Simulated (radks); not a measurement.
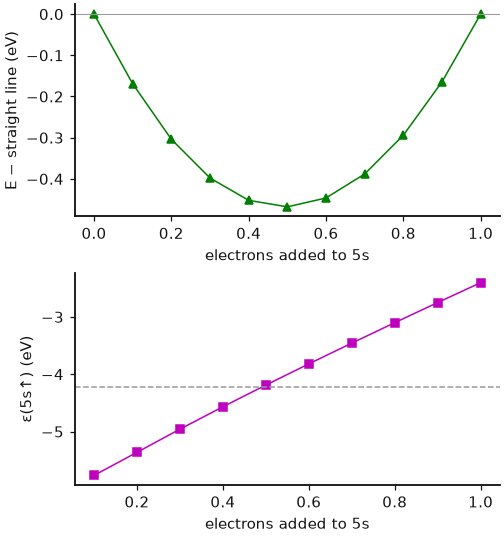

The occupation of the 5s shell is varied from Rb⁺ ([Kr]) to Rb ([Kr] 5s1 (high spin)), with spherical fractional occupations. The plot shows the total energy less the straight line between the end points, and the eigenvalue of 5s↑ (the dashed line is minus the energy to take the whole electron out). The values are computed.

Q: Was this Hartree-Fock or a semilocal functional, and how does the plot tell?

A: It was a semilocal functional (LDA, GGA or meta-GGA): non-relativistic Kohn-Sham, PBE, spin-polarised, spherical densities, point nucleus, computed with the in-house radial solver radks. The curve is convex (below the straight line), with the largest deviation among the points computed, −0.47 eV, at 0.5. The end points differ by 4.22 eV, the energy to take the electron out. The eigenvalue, which is the slope of the energy (Janak's theorem), moves from −5.77 eV at 0.1 to −2.40 eV at 1; for a straight line it would stay constant, and a parabola would sag by an eighth of this change, scaled to a whole electron, 0.47 eV. Convexity is the delocalisation error: fractional charges are too low in energy. For an s shell Hartree-Fock would as a rule bend the other way.
